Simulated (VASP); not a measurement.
Band structure of NbAs (relaxed from the WC structure, space group P-6m2). Level of theory: r2SCAN meta-GGA, VASP's PBE PAW potentials (set 64) (plane waves; VASP).

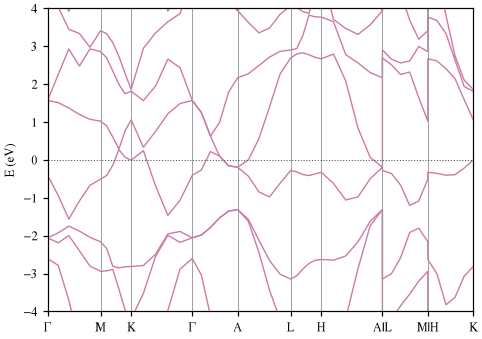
Figure: Bands along high-symmetry lines, zero at the valence-band maximum or, without a gap, the Fermi level

Problem. Read the plot: is there a gap, and where are the band edges?

Solution. It has no gap at this level: it comes out as a metal or semimetal.

The structure was generated: NbAs was put into the WC type (P-6m2), which need not be its known phase. It was relaxed first, which changed the volume by -6 %.
